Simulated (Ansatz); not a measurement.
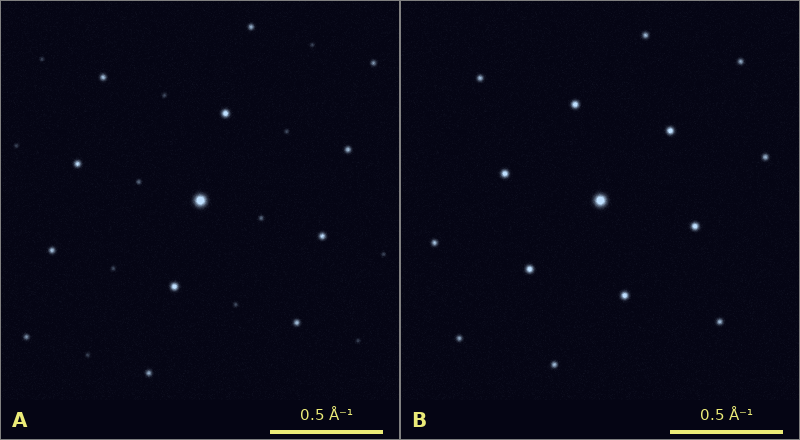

Kinematic electron diffraction patterns (300 kV, B = 0.5 Å², same scale, each along a low-index zone) of two structures of composition GeCl, each relaxed at zero pressure with Ansatz 0.2.0, DFT PBE, scalar-relativistic, plane waves, PAW.

The structures (standard cells):
1. Pm-3m (No. 221), a = 3.483 Å, 2 atoms; generated start, possibly hypothetical
2. F-43m (No. 216), a = 6.371 Å, 8 atoms; generated start, possibly hypothetical

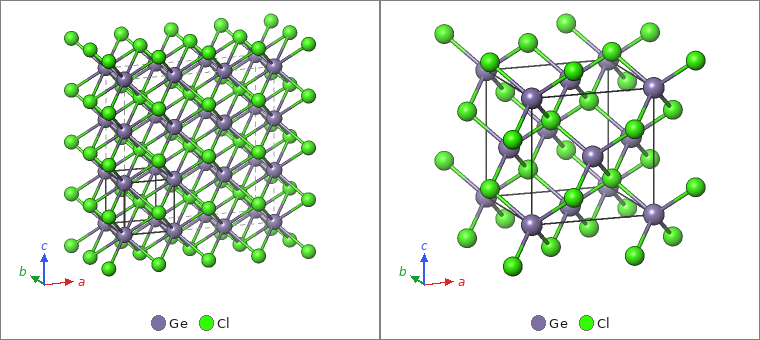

Drawings of the structures 1 to 2, from left to right (each may span several cells).

Q: Which pattern belongs to which structure, and along which zone?

A: A is structure 1 along [110] or an equivalent direction: rectangular net of 0 0 1 at d = 3.48 Å and 1 -1 0 at d = 2.46 Å, 90.0° apart. B is structure 2 along [111] or an equivalent direction: hexagonal net of -2 2 0 at d = 2.25 Å and -2 0 2 at d = 2.25 Å, 60.0° apart.

Q: Which structure lies lowest at this level of theory, and by how much?

A: Structure 1 (Pm-3m, 21.12 Å³ an atom) is the lowest of these; structure 2 (F-43m, 32.32 Å³ an atom) lies about 190 meV an atom higher. These are static energies at 0 K; other structures, not shown, may lie lower still.
